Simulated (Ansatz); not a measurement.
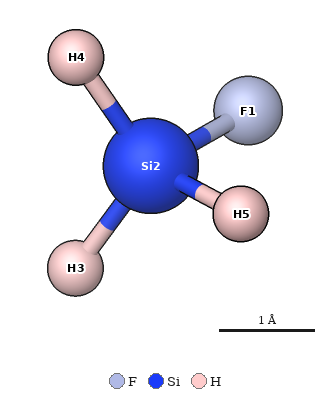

Fig. 1: The input geometry (ball-and-stick view, seen at a tilt; atoms are numbered from 1 in the order of the input). Bond lengths as drawn: F–Si 1.67 Å and H–Si 1.47 to 1.48 Å.

Geometry relaxation, with input and output: SiH$_{3}$F

- system: SiH$_{3}$F
- method: RKS PBE0-D4/def2-TZVP (Ansatz 0.2.0)

Figures and captions count atoms from 1; the log counts them from 0 in places.

## The program's output
```
Functional definition: PBE0
  name "PBE0"
  cite "Adamo & Barone, J. Chem. Phys. 110, 6158 (1999) doi:10.1063/1.478522"
  cite "Perdew, Burke & Ernzerhof, Phys. Rev. Lett. 77, 3865 (1996) doi:10.1103/PhysRevLett.77.3865"
  parent pbe
  parameter a = 0.25
  parameter kappa = 0.804
  parameter beta = 0.06672455060314922
  exchange = (1 - a)*pbe_x(kappa = kappa, mu = beta*pi^2/3) + a*exact_x
  correlation = pbe_c(beta = beta)
556 factors; their error is unknown
mean field evaluation 1: about -10638.6884 eV, gradient 3.1e1 eV
mean field evaluation 2: about -10636.5728 eV, gradient 5.0e1 eV
mean field evaluation 4: about -10640.0116 eV, gradient 4.8e-1 eV
mean field evaluation 8: about -10640.0564 eV, gradient 3.8e-3 eV
mean field -10640.05643274 eV, -391.0148618138 hartree, gradient 5.3e-5 eV, S^2 0.000000; 0 other end points of the search recorded, 0 dependent functions left out
the calculation of the forces begins
reference -10640.05645718 eV, -391.0148627119 hartree; 13, 13 occupied and 73, 73 virtual orbitals, 556 factors
relax step   1: F+E_penalty+E_count = -10640.09467573 eV  Δ(F+E_penalty+E_count) = +0.000e0 eV  max|allowed force component| = 1.966e0 eV/Å  Δτ_max = 0.0000 Å  (20 SCF iters, accepted)
these checks for a lower state are left out or cut short: starts, cluster_reference, orbital_swaps, neighbouring_geometries, increment
556 factors; their error is unknown
mean field evaluation 16: about -10640.1198 eV, gradient 1.9e-5 eV
mean field -10640.11978522 eV, -391.0171899747 hartree, gradient 8.1e-6 eV, S^2 0.000000; 0 other end points of the search recorded, 0 dependent functions left out
the calculation of the forces begins
reference -10640.11980964 eV, -391.0171908721 hartree; 13, 13 occupied and 73, 73 virtual orbitals, 556 factors
relax step   2: F+E_penalty+E_count = -10640.15812584 eV  Δ(F+E_penalty+E_count) = -6.345e-2 eV  max|allowed force component| = 1.194e0 eV/Å  Δτ_max = 0.0475 Å  (25 SCF iters, accepted)
these checks for a lower state are left out or cut short: starts, cluster_reference, orbital_swaps, neighbouring_geometries, increment
556 factors; their error is unknown
mean field -10640.14515684 eV, -391.0181223643 hartree, gradient 8.9e-6 eV, S^2 0.000000; 0 other end points of the search recorded, 0 dependent functions left out
the calculation of the forces begins
reference -10640.14518114 eV, -391.0181232576 hartree; 13, 13 occupied and 73, 73 virtual orbitals, 556 factors
relax step   3: F+E_penalty+E_count = -10640.18360902 eV  Δ(F+E_penalty+E_count) = -2.548e-2 eV  max|allowed force component| = 4.339e-1 eV/Å  Δτ_max = 0.0429 Å  (25 SCF iters, accepted)
these checks for a lower state are left out or cut short: starts, cluster_reference, orbital_swaps, neighbouring_geometries, increment
556 factors; their error is unknown
mean field evaluation 32: about -10640.1497 eV, gradient 1.8e-5 eV
mean field -10640.14966311 eV, -391.0182879668 hartree, gradient 1.8e-5 eV, S^2 0.000000; 0 other end points of the search recorded, 0 dependent functions left out
the calculation of the forces begins
reference -10640.14968746 eV, -391.0182888615 hartree; 13, 13 occupied and 73, 73 virtual orbitals, 556 factors
relax step   4: F+E_penalty+E_count = -10640.18810710 eV  Δ(F+E_penalty+E_count) = -4.498e-3 eV  max|allowed force component| = 2.387e-2 eV/Å  Δτ_max = 0.0187 Å  (24 SCF iters, accepted)
these checks for a lower state are left out or cut short: starts, cluster_reference, orbital_swaps, neighbouring_geometries, increment
556 factors; their error is unknown
mean field -10640.14967761 eV, -391.0182884998 hartree, gradient 7.7e-5 eV, S^2 0.000000; 0 other end points of the search recorded, 0 dependent functions left out
the calculation of the forces begins
reference -10640.14970196 eV, -391.0182893945 hartree; 13, 13 occupied and 73, 73 virtual orbitals, 556 factors
relax step   5: F+E_penalty+E_count = -10640.18812411 eV  Δ(F+E_penalty+E_count) = -1.700e-5 eV  max|allowed force component| = 5.212e-4 eV/Å  Δτ_max = 0.0012 Å  (16 SCF iters, accepted)
```

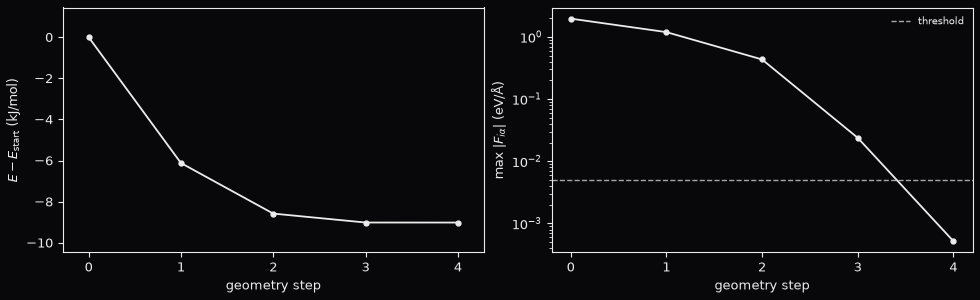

Fig. 2: Progress of the relaxation, step by step (the first geometry is step 0 here and step 1 in the log).

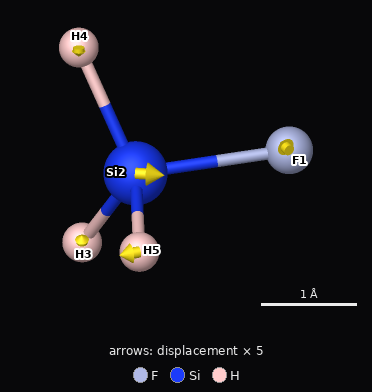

Fig. 3: The starting structure with the displacements as yellow arrows, magnified 5 times (ball-and-stick view, seen at a tilt). The two geometries are laid on each other by the best rigid fit. The energy falls by 9.02 kJ/mol in 4 geometry steps. The largest force component goes from 2 to 0.00052 eV/Å. The largest move after the best rigid fit is that of Si2, 0.062 Å. Largest moves by element: Si 0.062 Å, H 0.044 Å, F 0.036 Å. Distances before and after: F1–Si2 1.666 → 1.600 Å, Si2–H3 1.472 → 1.482 Å, Si2–H5 1.477 → 1.482 Å. Among the angles that change: F1–Si2–H5 102.2° → 108.3°, H3–Si2–H4 114.6° → 110.6°. (Atoms are counted from 1 in the order of the input.)

```
556 factors; their error is unknown
mean field -10640.14967761 eV, -391.0182884998 hartree, gradient 7.7e-5 eV, S^2 0.000000; 1 other end points of the search recorded, 0 dependent functions left out
the calculation of the forces begins
reference -10640.14970196 eV, -391.0182893945 hartree; 13, 13 occupied and 73, 73 virtual orbitals, 556 factors
Total energy: -10640.18814845 eV, -391.0197022771 hartree
Atom 0 at    -0.142510     0.759169    -0.132634 Å, force    -0.000330     0.000287    -0.000186 eV/Å
Atom 1 at     1.281589     0.599611     0.578742 Å, force     0.000521    -0.000292     0.000280 eV/Å
Atom 2 at     2.145929    -0.233008    -0.290350 Å, force    -0.000082    -0.000002     0.000221 eV/Å
Atom 3 at     1.075906    -0.056549     1.891301 Å, force     0.000123    -0.000036    -0.000198 eV/Å
Atom 4 at     1.867444     1.948930     0.756946 Å, force    -0.000232     0.000044    -0.000117 eV/Å
Dipole moment:     0.235203    -0.026341     0.117489 e Å
```

## Trajectory as extended XYZ (Å, eV, eV/Å), 5 frames, from step=1 to step=5
```
5
Properties=species:S:1:pos:R:3:forces:R:3 step=1 energy=-10640.09468
F    -0.1463    0.7948   -0.1374    1.4392  -0.4406   0.7418
Si    1.3286    0.5686    0.6043   -1.9662   0.7821  -1.0281
H     2.1531   -0.2386   -0.3093    0.1401  -0.1535   0.0336
H     1.0652   -0.0592    1.9091    0.1025  -0.1474   0.1100
H     1.8277    1.9526    0.7372    0.2845  -0.0405   0.1428
5
Properties=species:S:1:pos:R:3:forces:R:3 step=2 energy=-10640.15813
F    -0.1638    0.7626   -0.1434    1.1199  -0.1114   0.5583
Si    1.2995    0.6020    0.5873   -1.1938   0.1182  -0.5952
H     2.1450   -0.2412   -0.2845    0.0537   0.0153  -0.0327
H     1.0795   -0.0655    1.8881    0.0082   0.0228   0.0600
H     1.8681    1.9603    0.7564    0.0120  -0.0449   0.0095
5
Properties=species:S:1:pos:R:3:forces:R:3 step=3 energy=-10640.18361
F    -0.1258    0.7574   -0.1243   -0.4339   0.0485  -0.2167
Si    1.2870    0.5991    0.5814    0.2427  -0.0281   0.1213
H     2.1392   -0.2335   -0.2954    0.0737  -0.0239   0.0076
H     1.0678   -0.0568    1.8891    0.0497  -0.0199   0.0565
H     1.8601    1.9520    0.7531    0.0677   0.0234   0.0313
5
Properties=species:S:1:pos:R:3:forces:R:3 step=4 energy=-10640.18811
F    -0.1425    0.7588   -0.1326    0.0154  -0.0016   0.0077
Si    1.2822    0.5991    0.5791   -0.0239   0.0070  -0.0123
H     2.1460   -0.2324   -0.2914    0.0021  -0.0044   0.0037
H     1.0751   -0.0558    1.8919    0.0039  -0.0047   0.0000
H     1.8675    1.9484    0.7570    0.0025   0.0036   0.0009
5
Properties=species:S:1:pos:R:3:forces:R:3 step=5 energy=-10640.18812
F    -0.1425    0.7592   -0.1326   -0.0003   0.0003  -0.0002
Si    1.2816    0.5996    0.5787    0.0005  -0.0003   0.0003
H     2.1459   -0.2330   -0.2903   -0.0001   0.0000   0.0002
H     1.0759   -0.0565    1.8913    0.0001   0.0000  -0.0002
H     1.8674    1.9489    0.7569   -0.0002   0.0000  -0.0001
```

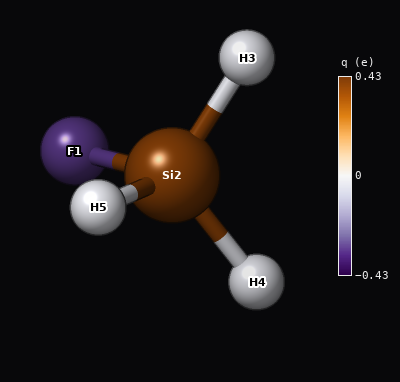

Fig. 4: Mulliken charges, as the colour of each atom (ball-and-stick view, seen at a tilt; atoms are numbered from 1 in the order of the input). By element: F −0.32, Si +0.41 and H −0.03 e.

The run was set up as follows.

## Input
```yaml
crystal:
  periodic: [false, false, false]
  atoms:
    - {symbol: F, position_ang: [-0.146267, 0.794789, -0.137394]}
    - {symbol: Si, position_ang: [1.328618, 0.568579, 0.604336]}
    - {symbol: H, position_ang: [2.153142, -0.238648, -0.309255]}
    - {symbol: H, position_ang: [1.065150, -0.059215, 1.909147]}
    - {symbol: H, position_ang: [1.827716, 1.952648, 0.737171]}
basis:
  gaussian: {orbitals: def2-TZVP}
hamiltonian: {xc: pbe0, dispersion: d4}
relax: {f_tol: 0.005, max_steps: 200}
```

Command:
```bash
ansatz run in.yaml --threads 4 --pin off --events-out ev --progress --plain --max-ram 9574MiB
```

## Summary

- outcome: converged
- total energy: −10640.1881 eV
- mean-field energy: −10640.1497 eV
- dispersion energy: −0.0384 eV
- SCF solution under orbital rotations: stable
- largest force (length of the vector) at the end: 0.001 eV/Å
- dipole moment: 1.27 D
- hardware: 4 threads of Arm Neoverse V1, 23 GiB of memory available, shared host
- wall time: 2.6 s (CPU time 8.8 s)
- peak memory: 0.5 GiB
